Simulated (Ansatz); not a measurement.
System: B₂O.

Input

```
crystal:
  lattice:
    - [0.0, 2.4612918543, 2.4612918543]
    - [2.4612918543, 0.0, 2.4612918543]
    - [2.4612918543, 2.4612918543, 0.0]
  atoms:
    - { symbol: B, position: [0.25, 0.25, 0.25] }
    - { symbol: B, position: [0.75, 0.75, 0.75] }
    - { symbol: O, position: [0.0, 0.0, 0.0] }
basis:
  ecutwfc: 420
kpoints:
  mp_grid: { grid: [16, 16, 16] }
hamiltonian:
  xc: pbe
scf:
  occupations: { method: gaussian, width: 0.1 }
output:
  forces: true
  stress: true
  eigenvalues: true
  write_density: true
  write_potential: true
  elf: true
  volumetric_format: npy
relax:
  adjacent_minimum: "off"
  f_tol: 0.01
  max_steps: 80
  cell: { stress_tol: 0.05 }
```

Command:

```sh
ansatz run input.yaml --threads 1 --pin off --max-ram 2560MiB --backend cpu --events-out ev --progress --plain --runs-dir out
```

Below, planes, directions and counts refer to the conventional cell (a = 4.94 Å, b = 4.94 Å, c = 4.94 Å, α = 90.00°, β = 90.00°, γ = 90.00°).

The fields are those of the relaxed geometry.

Space group Fm-3m; started from the fluorite_225 prototype, which need not be the ambient phase.

Method: Ansatz, DFT PBE, scalar-relativistic, plane waves, PAW.

Q: What will maps of the valence pseudo-density and electron localisation function show?

A: B–O (2.14 Å): the density is about 0.37 e/Å³ at the midpoint; the ELF peaks at about 0.80 in the valence shell of O, 0.6 Å from its nucleus, and drops to about 0.30 between the two atoms.

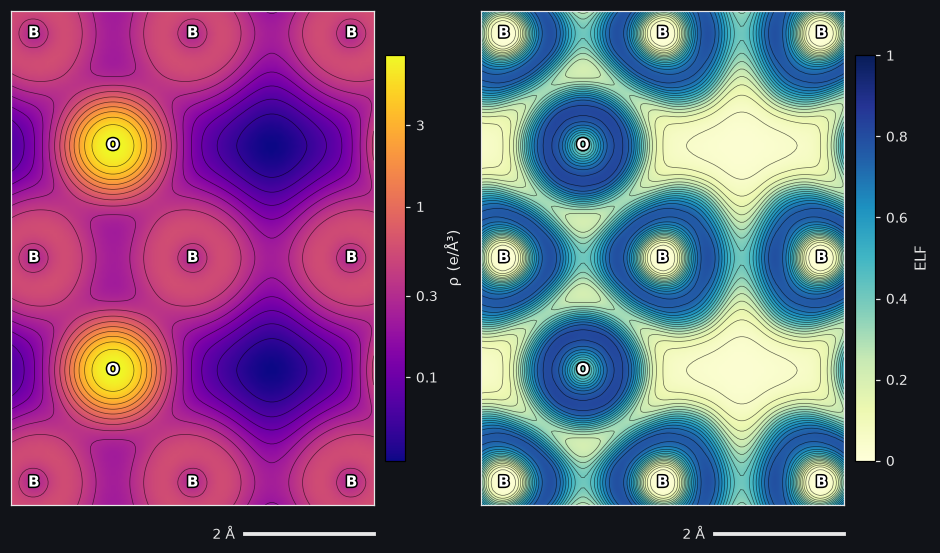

Computed valence pseudo-density and electron localisation function on the (011) plane of the conventional cell, in this order. 

The density is the valence pseudo-density of a PAW calculation; it isn't the true density close to the nuclei.
